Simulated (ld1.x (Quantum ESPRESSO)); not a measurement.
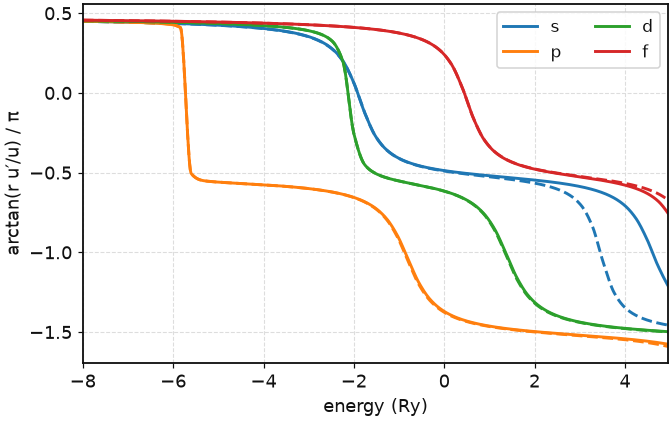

Unwrapped phase arctan(r u′/u) in units of π against energy, all-electron (solid) and pseudo (dashed); the pseudo phase is matched to the all-electron one at the reference energy. Here u = r R(r). A near-vertical step is a level narrower than the spacing of the points behind the curves.

Ld1.x (Quantum ESPRESSO) 7.5 input:

```
 &input
   title='Pt', zed=78., rel=1, dft='PBE', iswitch=3,
   config='[Xe] 4f14 5d8 5f-2 6s0 6p0'
 /
 &inputp
   pseudotype=1, tm=.true., lloc=1,
   nlcc=.true., rcore=0.55
 /
4
6S  1  0   0.00   0.00  2.35  2.35  0.0
5D  3  2   8.00   0.00  1.20  1.20  0.0
5F  4  3  -2.00   0.25  2.40  2.40  0.0
5P  2  1   6.00   0.00  1.20  1.20  0.0
 &test
   configts(1)='5p6 5d8 6s0 6p0'
 /
```

> Over which energies does the pseudo-atom scatter like the all-electron atom (phases within 0.05 rad)?

s: up to about 1.9 Ry; p: over the whole range drawn; d: over the whole range drawn; f: up to about 4.2 Ry.

> What does the plot say about ghosts?

Going away from the reference energies, the phases part by more than π/2 in: s at about 3.6 Ry (above its reference energy, pseudo phase lower). Such a step is either a state that only one of the two atoms has or an ordinary level shifted in energy. The separate test gives: no ghost state below the valence levels in the s, d, f, p channels.
